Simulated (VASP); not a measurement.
Band structure of GaAs (space group F-43m). These are PBE GGA, VASP's PBE PAW potentials (set 64) (plane waves; VASP 6.6.1) values and carry that method's errors.

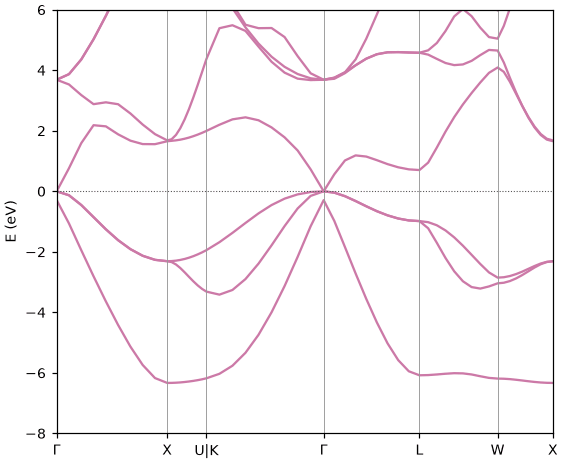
Figure: Bands along high-symmetry lines, zero at the valence-band maximum or, without a gap, the Fermi level

**Question.** Read the plot: is there a gap, and where are the band edges?

**Answer.** It has no gap at this level: it comes out as a metal or semimetal.

The structure comes from a computed database's GaAs entry; how it stands against other phases isn't given here. The cell was not relaxed at this level.
